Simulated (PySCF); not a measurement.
```xyz
11

Si   -2.0670    0.0008   -0.1805
N    -0.2987   -0.0361   -0.1390
N     0.4092   -1.1434   -0.0072
C     1.6680   -0.7656    0.0451
C     1.6844    0.6401   -0.0612
Cl    3.0195    1.6815   -0.0569
N     0.4373    1.0614   -0.1737
H    -2.5208    0.3241    1.1709
H    -2.3890    1.0479   -1.1417
H    -2.4147   -1.3525   -0.5915
H     2.4773   -1.4556    0.1496
```

Geometry: GFN2-xTB.

These are results of PBE0/pcSseg-1, SCF density, gas phase, non-relativistic (PySCF 2.14.0), not measurements.

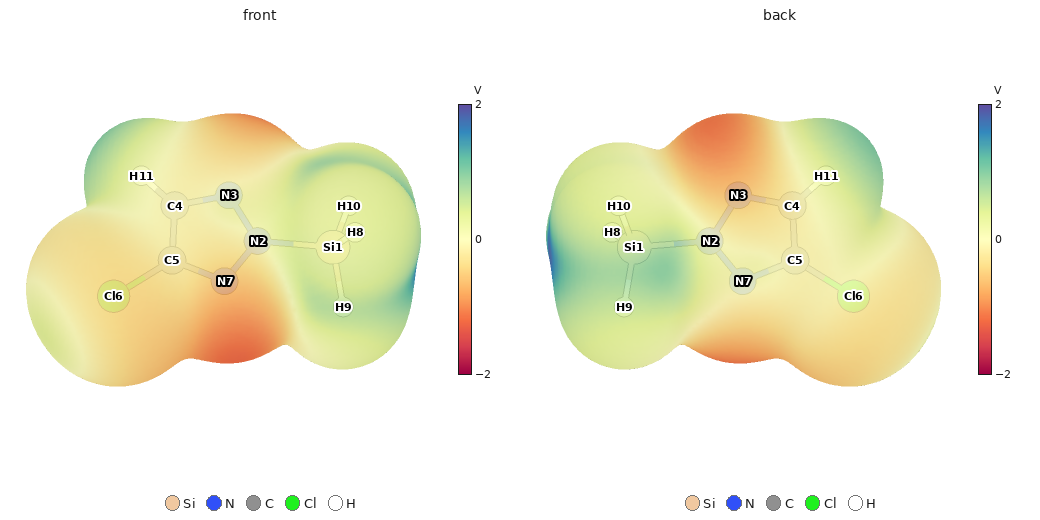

C$_{2}$H$_{4}$ClN$_{3}$Si (SMILES [SiH3]n1ncc(Cl)n1). The molecular electrostatic potential painted on the density surface at 0.001 e/bohr³, seen from the front and from behind; the colour scale runs from red (negative) to blue (positive).

Which sites attract a positive test charge, and which a negative one?

Answer. A positive charge is drawn to the negative regions and a negative charge to the positive ones. The most negative region (about −1.2 V) lies over N7, the most positive (about +1.7 V) over Si1. Cl6 shows a σ-hole: about +0.4 V at the tip opposite its bond, against about −0.4 V on its flanks. N7 is the likeliest acceptor of a hydrogen bond.
